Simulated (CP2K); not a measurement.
# CHAlFN (SMILES [F][Al]1[CH]=[N]1): PM3

What is the energy difference between two shapes of CHAlFN at PM3? 

The calculation is run with CP2K 2026.2.

1 further run of the same task is left out (set aside as unsound or not needed).

### Step 1. The molecule

CHAlFN: 5 atoms, total charge 0, spin state singlet. SMILES: `[F][Al]1[CH]=[N]1`. The shape comes from a force field and isn't a relaxed structure.

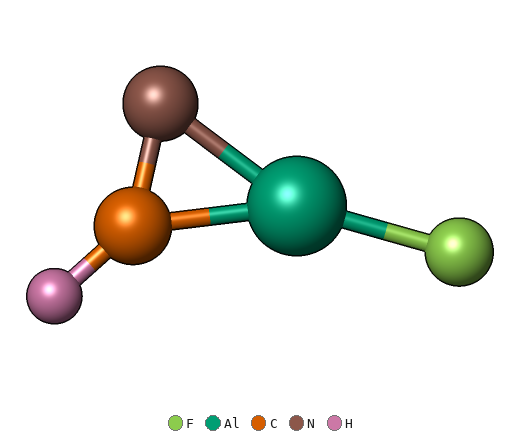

Viewed from a chosen angle; fluorine green, aluminium teal, carbon orange, nitrogen brown, hydrogen pink.

### Step 2. The energy at PM3

Contents of molecule.xyz:

```xyz
5

F     -2.013300    -1.122200     1.089800
Al    -0.710700    -0.147800     0.343300
C      0.819500     0.166800    -0.444800
N      0.194900     1.321400    -0.188500
H      1.759500    -0.291900    -0.841200
```

Contents of calc.inp:

```
&GLOBAL
    PROJECT calc
    RUN_TYPE ENERGY
    PRINT_LEVEL MEDIUM
&END GLOBAL

&FORCE_EVAL
    METHOD QUICKSTEP
    &DFT
        &QS
            METHOD PM3
            EPS_DEFAULT 1.0E-10
            &SE
                &COULOMB
                    CUTOFF [angstrom] 50
                    RC_RANGE [angstrom] 0
                &END COULOMB
                &EXCHANGE
                    CUTOFF [angstrom] 50
                    RC_RANGE [angstrom] 0
                &END EXCHANGE
            &END SE
        &END QS
        ! cluster boundary conditions
        &POISSON
            PERIODIC NONE
            POISSON_SOLVER ANALYTIC
        &END POISSON
        &SCF
            SCF_GUESS ATOMIC
            EPS_SCF 1.0E-07
            MAX_SCF 150
            ADDED_MOS 4
            &DIAGONALIZATION
                ALGORITHM STANDARD
            &END DIAGONALIZATION
            &MIXING
                METHOD DIRECT_P_MIXING
                ALPHA 0.4
            &END MIXING
        &END SCF
        ! extra output
        &PRINT
            &MOMENTS
                PERIODIC F
                REFERENCE COM
                MAX_MOMENT 1
            &END MOMENTS
            &MO ON
                ENERGIES T
                OCCUPATION_NUMBERS T
                NDIGITS 6
                &EACH
                    QS_SCF 0
                &END EACH
                ADD_LAST NUMERIC
            &END MO
            &HIRSHFELD OFF
            &END HIRSHFELD
        &END PRINT
    &END DFT
    &SUBSYS
        ! vacuum box
        &CELL
            ABC 13.8 12.4 11.9
            PERIODIC NONE
        &END CELL
        &TOPOLOGY
            COORD_FILE_NAME molecule.xyz
            COORD_FILE_FORMAT XYZ
            &CENTER_COORDINATES
            &END CENTER_COORDINATES
        &END TOPOLOGY
    &END SUBSYS
&END FORCE_EVAL
```

Launch:

```bash
$ OMP_NUM_THREADS=1 cp2k.psmp -i calc.inp > calc.out 2>&1
```

What it wrote:

```text
CP2K| version string:                                       CP2K version 2026.2
[...]
 GLOBAL| Method name                                                        CP2K
[...]
 GLOBAL| Run type                                                         ENERGY
[...]
                             - Atoms:                                          5
[...]
                             - Spherical basis functions:                     17
[...]
 Number of electrons:                                                         20
[...]
     1 P_Mix/Diag. 0.40E+00    0.0     0.74156709       -25.3660929764 -2.54E+01
[...]
    26 DIIS/Diag.  0.46E-07    0.0     0.00000008       -28.8977848102 -5.68E-14
  *** SCF run converged in    26 steps ***
  Core-core repulsion energy [eV]:                            786.22823792553288
  Core Hamiltonian energy [eV]:                             -1320.98544689110190
  Two-electron integral energy [eV]:                         -503.18301221558755
  Electronic energy [eV]:                                   -1572.57695299889565
  Total energy [eV]:                                         -786.34871507336288
  Atomic reference energy [eV]:                               785.13509669428890
  Heat of formation [kcal/mol]:                               -27.98670689768732
[...]
 SE_DIPOLE| Moment [Debye]         -2.53170439       0.39440483       1.30392174
 SE_DIPOLE| Derivative [a.u.]       0.00000000       0.00000000       0.00000000
 ENERGY| Total FORCE_EVAL ( QS ) energy [hartree]            -28.897784810157695
[...]
```

It took 0.93 s on 1 thread of Intel Xeon 6975P-C (Granite Rapids), shared host; peak memory 0.19 GiB.

### Step 3. The distorted shape, same level

Contents of molecule.xyz:

```xyz
5

F     -1.926359    -1.155737     1.004839
Al    -0.672742    -0.111263     0.283871
C      0.634513     0.149089    -0.415666
N      0.170968     1.336859    -0.183379
H      1.623584    -0.218832    -0.841551
```

Contents of mol.inp:

```
&GLOBAL
    PROJECT mol
    RUN_TYPE ENERGY
    PRINT_LEVEL MEDIUM
&END GLOBAL
&FORCE_EVAL
    METHOD QUICKSTEP
    &DFT
        &QS
            METHOD PM3
            EPS_DEFAULT 1.0E-10
            &SE
                &COULOMB
                    CUTOFF [angstrom] 50
                    RC_RANGE [angstrom] 0
                &END COULOMB
                &EXCHANGE
                    CUTOFF [angstrom] 50
                    RC_RANGE [angstrom] 0
                &END EXCHANGE
            &END SE
        &END QS
        &POISSON
            PERIODIC NONE
            POISSON_SOLVER ANALYTIC
        &END POISSON
        &SCF
            SCF_GUESS ATOMIC
            EPS_SCF 1.0E-07
            MAX_SCF 150
            ADDED_MOS 4
            &DIAGONALIZATION
                ALGORITHM STANDARD
            &END DIAGONALIZATION
            &MIXING
                METHOD DIRECT_P_MIXING
                ALPHA 0.4
            &END MIXING
        &END SCF
        &PRINT
            &MOMENTS
                PERIODIC F
                REFERENCE COM
                MAX_MOMENT 1
            &END MOMENTS
            &MO ON
                ENERGIES T
                OCCUPATION_NUMBERS T
                NDIGITS 6
                &EACH
                    QS_SCF 0
                &END EACH
                ADD_LAST NUMERIC
            &END MO
            &HIRSHFELD OFF
            &END HIRSHFELD
        &END PRINT
    &END DFT
    &SUBSYS
        &CELL
            ABC 13.5 12.5 11.8
            PERIODIC NONE
        &END CELL
        &TOPOLOGY
            COORD_FILE_NAME molecule.xyz
            COORD_FILE_FORMAT XYZ
            &CENTER_COORDINATES
            &END CENTER_COORDINATES
        &END TOPOLOGY
    &END SUBSYS
&END FORCE_EVAL
```

Launch:

```bash
$ OMP_NUM_THREADS=1 cp2k.psmp -i mol.inp > mol.out 2>&1
```

What it wrote:

```text
CP2K| version string:                                       CP2K version 2026.2
[...]
 GLOBAL| Method name                                                        CP2K
[...]
 GLOBAL| Run type                                                         ENERGY
[...]
                             - Atoms:                                          5
[...]
                             - Spherical basis functions:                     17
[...]
 Number of electrons:                                                         20
[...]
     1 P_Mix/Diag. 0.40E+00    0.0     0.74131328       -25.2265466800 -2.52E+01
[...]
    25 DIIS/Diag.  0.83E-07    0.0     0.00000010       -28.8621363869 -2.17E-13
  *** SCF run converged in    25 steps ***
  Core-core repulsion energy [eV]:                            811.18706599811856
  Core Hamiltonian energy [eV]:                             -1323.84920115240402
  Two-electron integral energy [eV]:                         -545.43307397772912
  Electronic energy [eV]:                                   -1596.56573814126864
  Total energy [eV]:                                         -785.37867214315008
  Atomic reference energy [eV]:                               785.13509669428890
  Heat of formation [kcal/mol]:                                -5.61698373417054
[...]
 SE_DIPOLE| Moment [Debye]         -1.87767874      -0.02720535       1.03597039
 SE_DIPOLE| Derivative [a.u.]       0.00000000       0.00000000       0.00000000
 ENERGY| Total FORCE_EVAL ( QS ) energy [hartree]            -28.862136386860801
[...]
```

Wall time 1 s (1 thread of Intel Xeon 6975P-C (Granite Rapids), shared host); peak memory 0.19 GiB.

### Step 4. What came out

Level: PM3.

```
                              quantity           value
             first shape: total energy    -28.89778 Eh
            first shape: dipole moment          2.87 D
              first shape: HOMO energy        -9.44 eV
              first shape: LUMO energy        -2.70 eV
            first shape: HOMO–LUMO gap         6.74 eV
        first shape: heat of formation  -28.0 kcal/mol
         distorted shape: total energy    -28.86214 Eh
        distorted shape: dipole moment          2.14 D
          distorted shape: HOMO energy        -9.72 eV
          distorted shape: LUMO energy        -2.45 eV
        distorted shape: HOMO–LUMO gap         7.27 eV
    distorted shape: heat of formation   -5.6 kcal/mol
energy change with the atoms displaced        0.970 eV
```

In words: With the atoms displaced the energy rises by 0.97 eV (93.6 kJ/mol). The first shape isn't relaxed at this level, so the change isn't measured from a minimum.
